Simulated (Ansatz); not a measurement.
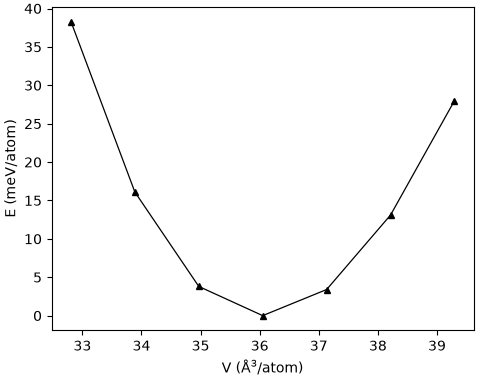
Fig. 1. SrTe (rock salt, Fm-3m) under volume change, the program Ansatz at the PBEsol level (PAW), scaled uniformly.

Question: What does a third-order Birch–Murnaghan fit give for V₀, B₀ and B′?

Answer: V₀ = 36.05 Å³/atom, B₀ = 35.7 GPa, B′ = 4.2.

The PBEsol relaxation kept the symmetry of its start. Spin–orbit coupling is left out wherever it is not named.

Potentials: the later of the program's two PAW sets.
